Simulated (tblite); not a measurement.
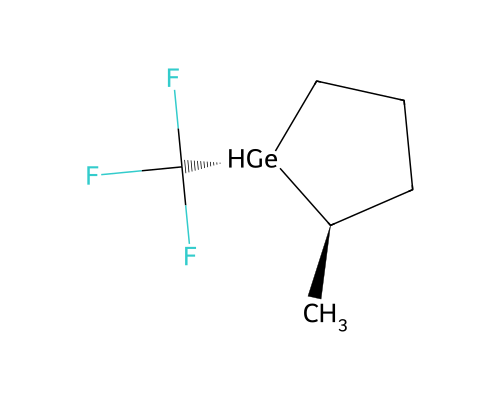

Figure made from data computed with tblite.

Skeletal drawing of a molecule.

Transcribe the drawing into SMILES.

Answer. C[C@@H]1CC[CH2][Ge@H]1[C](F)(F)F

What is the molecular formula?

Answer. C6H11F3Ge.

An optimisation with GFN2-xTB gave a structure of which point group?

Answer. C1.
